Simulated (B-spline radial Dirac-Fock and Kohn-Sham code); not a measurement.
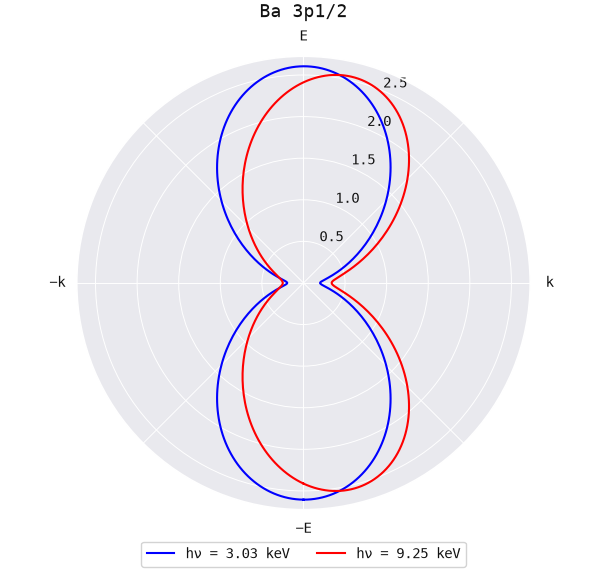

Angular distribution of photoelectrons from M2 (3p1/2) in the plane of the polarisation E (up) and the photon direction k (right), relative to an isotropic one. Species: atomic Ba. Computed with a B-spline radial code: a Dirac–Hartree–Slater potential; 1 + βP₂(cos θ) + (δ + γ cos²θ) sin θ cos φ with E1 and E1–E2 terms.

What are β, γ and δ at 9.25 keV?

β = 1.412, γ = 1.081, δ = 0.045.

Is the pattern at 9.25 keV symmetric between forward and backward?

No: 45° forward of E it is 1.9 times the value 45° backward, from the non-dipole terms.
